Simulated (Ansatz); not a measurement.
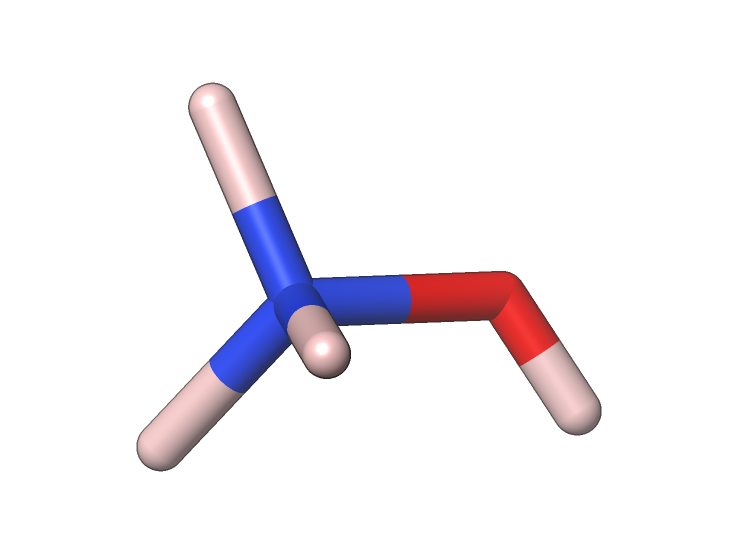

Colours: silicon blue, hydrogen pink, oxygen red.

The geometry was computed by an optimisation with PBE0-D4/def2-TZVP.

> What is the molecular formula?

H4OSi, 6 atoms: 4 hydrogen, 1 oxygen and 1 silicon.

> Which point group does it belong to?

Cs.

> How many sets of symmetry-equivalent atoms are there?

5: 1 Si, 1 H, 2 H, 1 O, 1 H.

More results for the same structure follow; atom numbers are the same in all pictures, views and colours differ.

## Vibrations

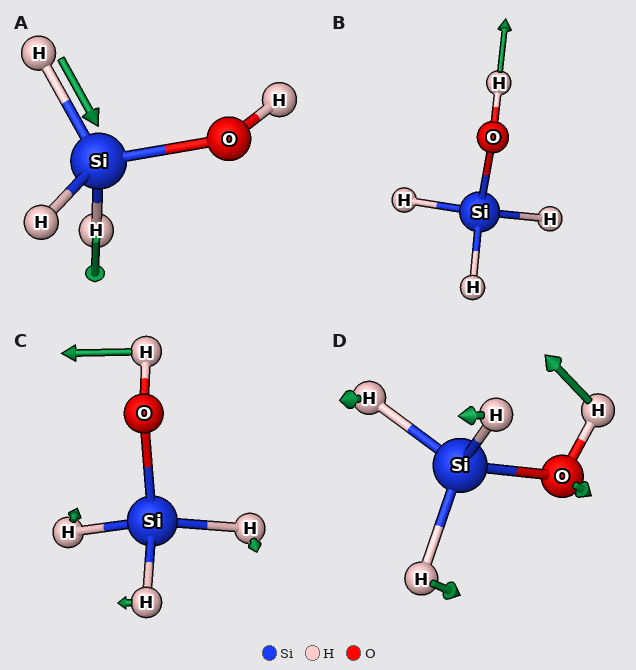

4 normal modes of one molecule or complex, as arrows. Harmonic vibrations computed with RKS PBE0-D4/def2-TZVP (Ansatz 0.2.0) at a stationary point of the same level.

> Match the panels to the wavenumbers 195 cm⁻¹, 847 cm⁻¹, 2209 cm⁻¹, 3931 cm⁻¹.

A: 2209 cm⁻¹, out-of-phase stretching of 2 Si–H bonds
B: 3931 cm⁻¹, O–H stretching
C: 195 cm⁻¹, a torsion or out-of-plane motion in which bond lengths and bond angles hardly change
D: 847 cm⁻¹

## Dipole moment

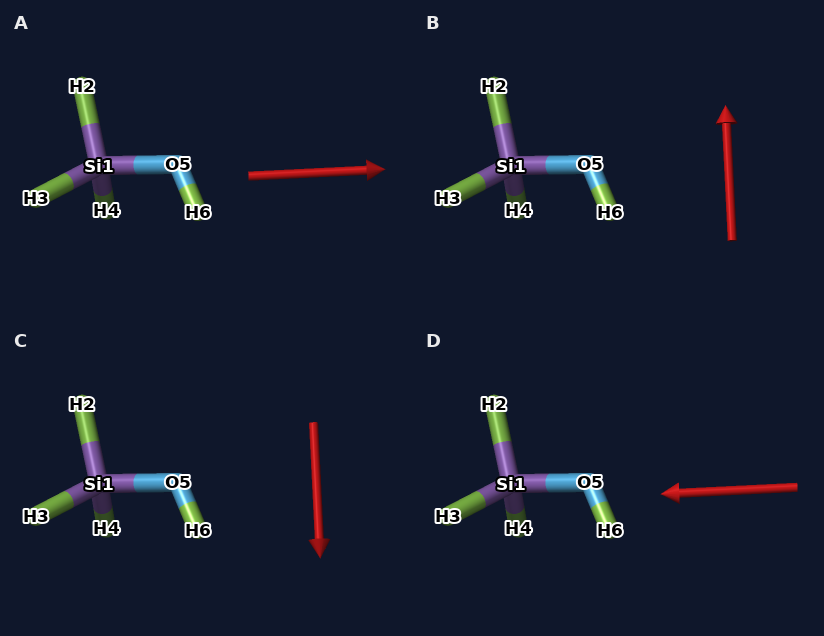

The same molecule four times, each with an arrow. Properties computed with RKS PBE0-D4/def2-TZVP (Ansatz 0.2.0).

> Which arrow points along the dipole moment, from the negative to the positive end?

C. The dipole moment is 1.36 D; it points from the side of H2 to the side of H6 (the outermost atoms at the two ends).

## Charges

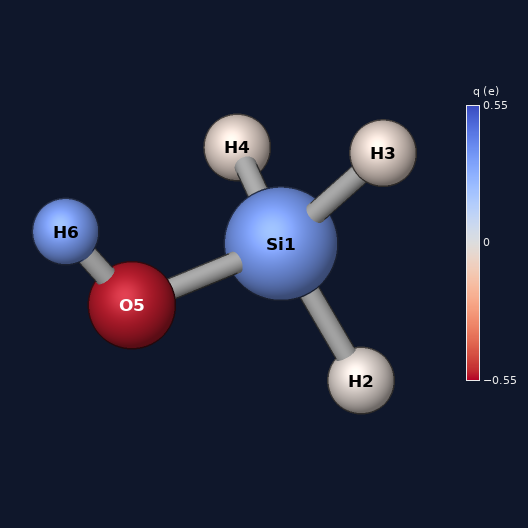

Atoms are coloured by their Mulliken charges. Method: RKS PBE0-D4/def2-TZVP (Ansatz 0.2.0).

> Which atom carries the highest charge (most positive or least negative)?

Si1 (0.33 e).

> And the lowest?

O5 (−0.53 e).

List the Mulliken charges.

| atom | value (e) |
| --- | --- |
| Si1 | 0.33 |
| H2 | −0.03 |
| H3 | −0.05 |
| H4 | −0.05 |
| O5 | −0.53 |
| H6 | 0.32 |

Mulliken values depend strongly on the basis set and can even reverse the polarity of a bond.
